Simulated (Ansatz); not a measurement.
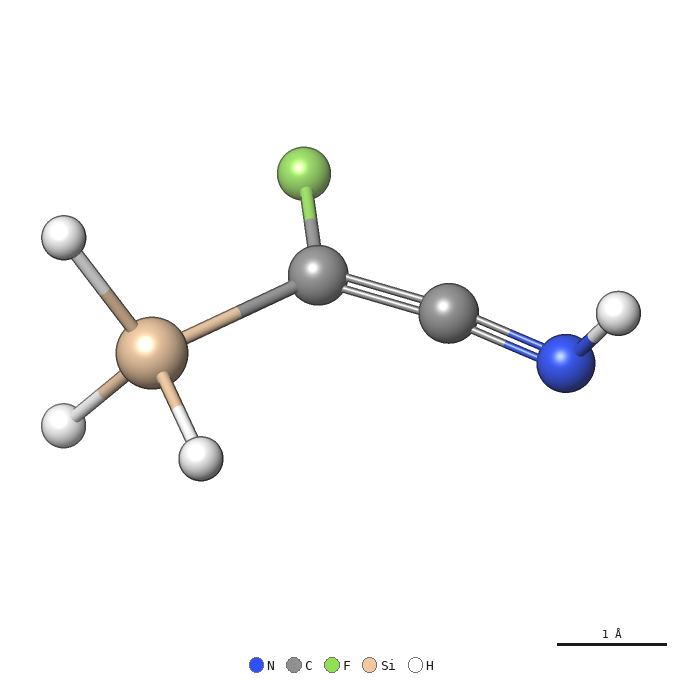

The picture shows a molecular structure as a ball-and-stick model.

The computed structure is the end point of a PBE0-D4/def2-TZVP optimisation.

**Count the atoms of each element.**

C2H4FNSi, 9 atoms: 2 carbon, 4 hydrogen, 1 fluorine, 1 nitrogen and 1 silicon.

**Does it have rings?**

It has no ring.

More results for the same structure follow; atom numbers are the same in all pictures, views and colours differ.

Geometry

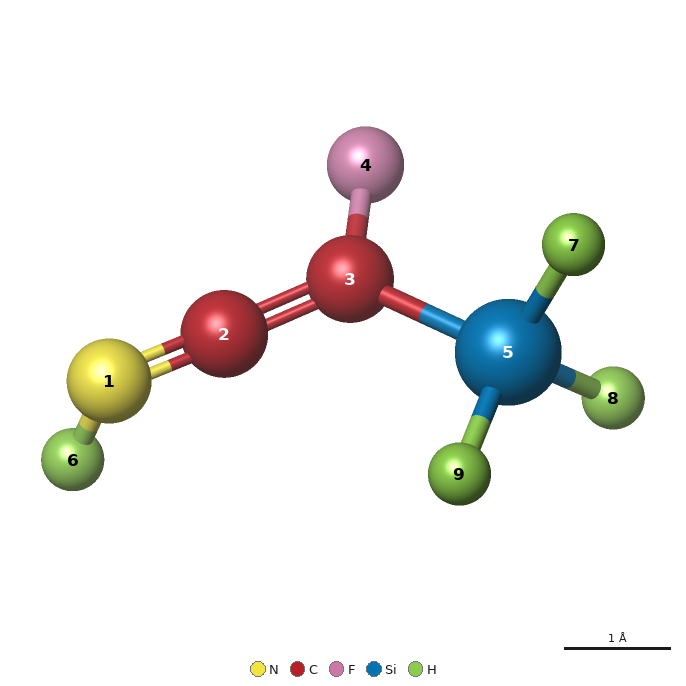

Atoms carry their numbers in the input.

Estimate the angles C2–N1–H6, N1–C2–C3, C2–C3–F4, C2–C3–Si5, F4–C3–Si5, C3–Si5–H7, C3–Si5–H8, C3–Si5–H9.

| angle | degrees |
| --- | --- |
| C2–N1–H6 | 116.1 |
| N1–C2–C3 | 173.0 |
| C2–C3–F4 | 118.8 |
| C2–C3–Si5 | 122.5 |
| F4–C3–Si5 | 118.6 |
| C3–Si5–H7 | 110.3 |
| C3–Si5–H8 | 110.4 |
| C3–Si5–H9 | 106.4 |

Electronic properties

Method: RKS PBE0-D4/def2-TZVPP (Ansatz 0.2.0).

Predict the main results.

- HOMO energy (Kohn–Sham orbital): −6.95 eV
- LUMO energy (Kohn–Sham orbital): −1.39 eV
- HOMO–LUMO gap: 5.56 eV
- dispersion correction: −14.1 kJ/mol

Vibrations

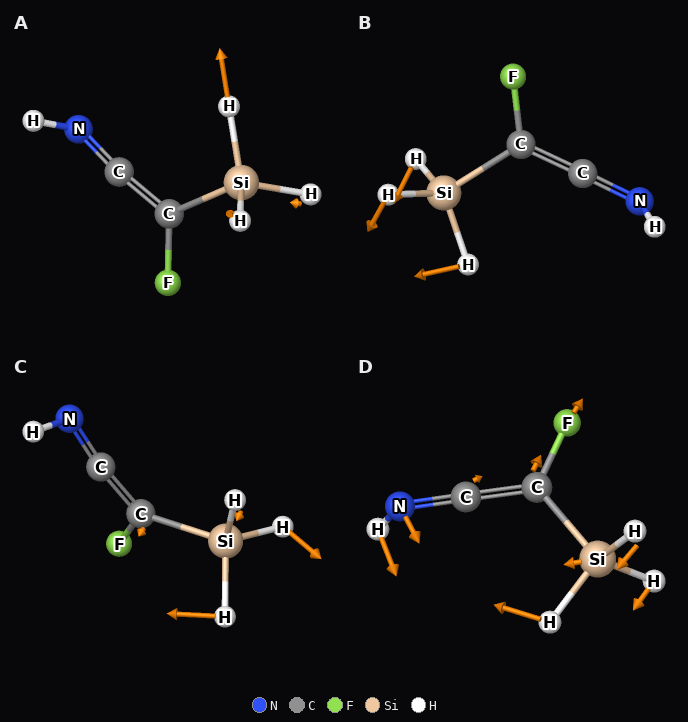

4 normal modes of one molecule or complex, as arrows. Harmonic vibrations computed with RKS PBE0-D4/def2-TZVP (Ansatz 0.2.0) at a stationary point of the same level.

**Match the panels to the wavenumbers 140 cm⁻¹, 664 cm⁻¹, 913 cm⁻¹, 2250 cm⁻¹.**

A: 2250 cm⁻¹, Si–H stretching
B: 913 cm⁻¹, angle bending
C: 664 cm⁻¹, C–Si–H bending
D: 140 cm⁻¹

Dipole moment

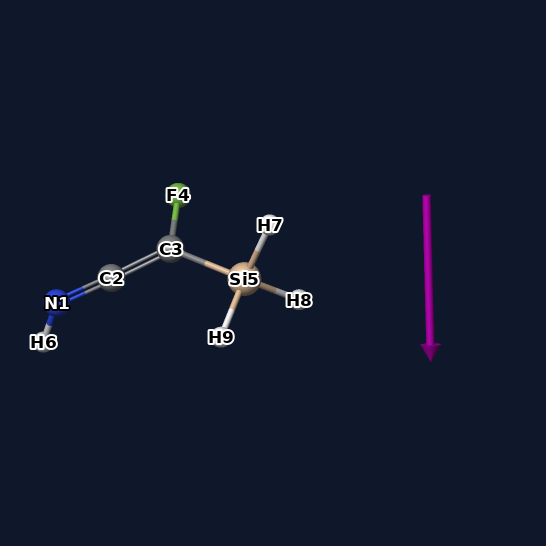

The arrow beside the molecule shows the direction of the dipole moment, from the negative to the positive end (its length means nothing). Properties computed with RKS B3LYP-D4/def2-TZVPP (Ansatz 0.2.0).

**How large is the dipole moment?**

1.88 D; it points from the side of F4 to the side of H6 (the outermost atoms at the two ends).
